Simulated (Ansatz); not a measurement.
# CH5Al (triplet): the correlation ladder at distance Al1–H4 along a hydrogen transfer = 1.586 Å, cc-pVDZ

How much of the correlation energy of CH5Al (triplet) does each wave-function method recover here?

The runs use Ansatz 0.2.0, Gaussian basis; cc-pVDZ, core rule «outside noble gas», up to 6 orbitals frozen.

To be run: UHF; CCSD(T) on ROHF; CCSD(T) on UHF; BCCD(T) on ROHF; CISD; CCSDT(Q) on ROHF; CCSDT(Q) on UHF; CASSCF and NEVPT2, 4 electrons in 4 orbitals.

7 further runs of the same task are left out: 1 for a mislabelled method, 6 that didn't finish.

## Step 1: The geometry

The geometry derives from fragments relaxed apart (PBE0/def2-TZVP) and kept rigid, so it is no stationary point. A hydrogen atom is moved between rigid fragments.

7 atoms, charge 0, spin multiplicity 3.

Atoms are counted from 1 here; the program's logs count them from 0.

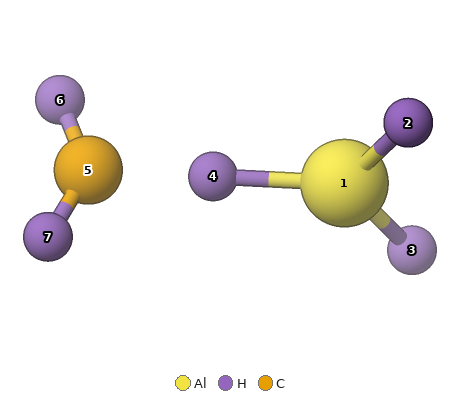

The structure; aluminium yellow, hydrogen purple, carbon amber; atoms are numbered from 1 in the order of the file.

Coordinates:

```xyz
7

Al   -1.0039    0.0000    0.0000
H    -1.7969    1.3734    0.0000
H    -1.7969   -1.3734    0.0000
H     0.5819    0.0000    0.0000
C     2.0881    0.0000    0.0000
H     2.5025    0.0000    0.9962
H     2.5025    0.0000   -0.9962
```

## Step 2: UHF

Contents of in.yaml:

```yaml
crystal:
  periodic: [false, false, false]
  atoms:
    - {symbol: Al, position_ang: [-1.003946, 0.000000, 0.000000]}
    - {symbol: H, position_ang: [-1.796870, 1.373384, 0.000000]}
    - {symbol: H, position_ang: [-1.796870, -1.373384, 0.000000]}
    - {symbol: H, position_ang: [0.581901, 0.000000, 0.000000]}
    - {symbol: C, position_ang: [2.088054, 0.000000, 0.000000]}
    - {symbol: H, position_ang: [2.502522, 0.000000, 0.996161]}
    - {symbol: H, position_ang: [2.502522, 0.000000, -0.996161]}
basis:
  gaussian: {orbitals: cc-pVDZ}
magnetization: {spin_polarized: true, initial_magnetization: 2}
hamiltonian: {xc: hf}
output: {orbitals: {seedname: orbitals}}
```

Command:

```sh
ansatz run in.yaml --threads 1 --pin off --events-out ev --progress --plain --max-ram 2393MiB
```

Further steps of the session: CCSD(T) on ROHF; CCSD(T) on UHF; BCCD(T) on ROHF; CISD; CCSDT(Q) on ROHF; CCSDT(Q) on UHF; CASSCF and NEVPT2, 4 electrons in 4 orbitals.

**Question.** What will the summary of the whole plan be? Wanted: UCCSDT(Q) below the RHF energy; RMP2 from UCCSDT(Q); UMP2 from UCCSDT(Q); RCCSD from UCCSDT(Q); RCCSD(T) from UCCSDT(Q); UCCSD(T) from UCCSDT(Q); RCCSDT(Q) from UCCSDT(Q); NEVPT2 pair from UCCSDT(Q); T1 diagnostic.

The runs gave:

| quantity | value |
| --- | --- |
| UCCSDT(Q) below the RHF energy | -6.6877 eV |
| RMP2 from UCCSDT(Q) | +31.36 kcal/mol |
| UMP2 from UCCSDT(Q) | +31.59 kcal/mol |
| RCCSD from UCCSDT(Q) | +3.68 kcal/mol |
| RCCSD(T) from UCCSDT(Q) | +0.78 kcal/mol |
| UCCSD(T) from UCCSDT(Q) | +0.79 kcal/mol |
| RCCSDT(Q) from UCCSDT(Q) | +0.02 kcal/mol |
| NEVPT2 pair from UCCSDT(Q) | +31.16 kcal/mol |
| levels within 1 kcal/mol (43 meV) | RCCSD(T), UCCSD(T), BCCD(T), RCCSDT, UCCSDT, RCCSDT(Q) |
| T1 diagnostic | 0.026 |

RCCSD(T) misses by +0.78 kcal/mol, 0.5 % of the correlation energy. These misses are within one basis, not against nature; the frozen cores of restricted and unrestricted runs differ, which can shift their rows.
